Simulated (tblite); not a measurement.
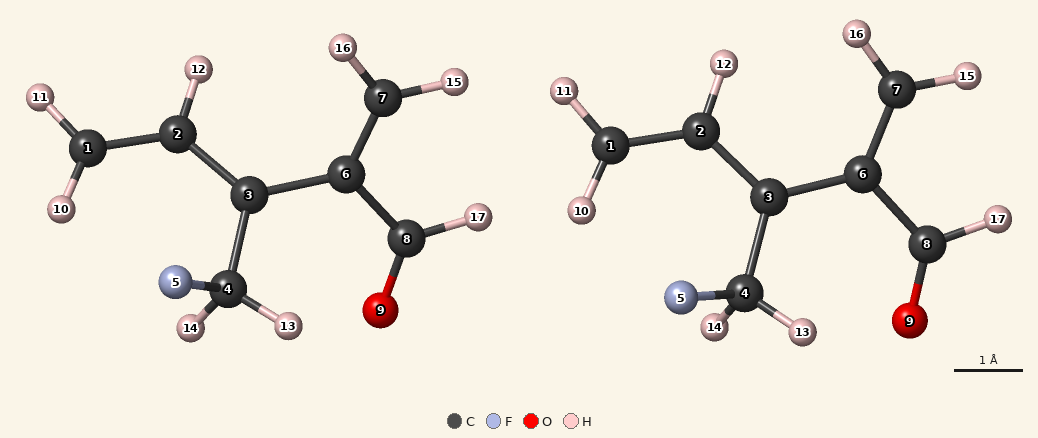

Two geometries of C7H8FO (multiplicity 2), drawn at one scale. One is the start of a relaxation, the other its converged end. Style: ball-and-stick. Shown face on.

The calculation used tblite, GFN2-xTB geometry optimisation, gas phase. 

> Which of the two is the end point?

The right one is the relaxed one. H16 moves most after the best rigid fit: 0.55 Å. Largest moves by element: H 0.55 Å, O 0.47 Å, F 0.42 Å, C 0.33 Å. Some distances before and after: C3–C6 1.474 → 1.436 Å, C2–C3 1.440 → 1.411 Å, C7–H16 1.100 → 1.074 Å, C8–O9 1.226 → 1.204 Å. Bond angles that change, for instance: C4–C3–C6 115.6° → 119.1°, C6–C8–O9 123.5° → 126.9°, C2–C3–C6 123.7° → 120.6°. Groups turn about C3–C6 by about 25°. The energy falls by 21.0 kJ/mol in 73 geometry steps. The run took 0.32 s on 1 thread of AMD EPYC 9R45 96-Core Processor (shared host).
